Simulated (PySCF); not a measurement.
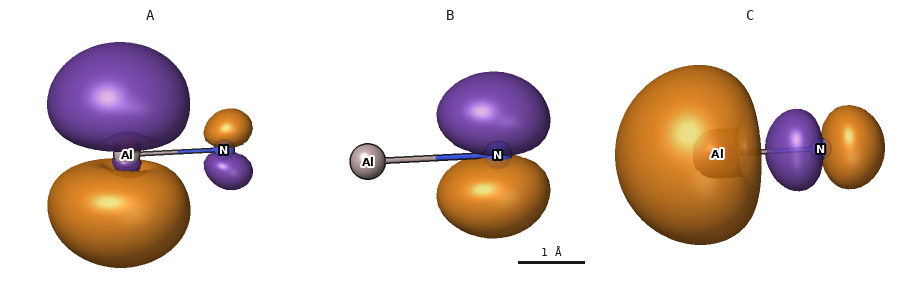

Figure 1: AlN (charge +1, quartet). Three frontier α-spin orbitals, each drawn at the value that holds 80 % of its norm (orange and purple are the two phases), in no order; of a degenerate pair one member is drawn.

These are results of PBE0/def2-TZVPPD, non-relativistic Hamiltonian with scalar-relativistic core potentials where named, at a bond length of 2.060 Å (PySCF 2.14.0), not measurements.

> Name the orbitals and rank them from lowest to highest energy.

Orbital B: π, occupied in this spin, −16.86 eV; mainly on N (90 %).
Orbital C: σ, occupied in this spin, −14.45 eV; mainly on Al (80 %).
Orbital A: π, empty in this spin, −8.06 eV; mainly on Al (95 %).
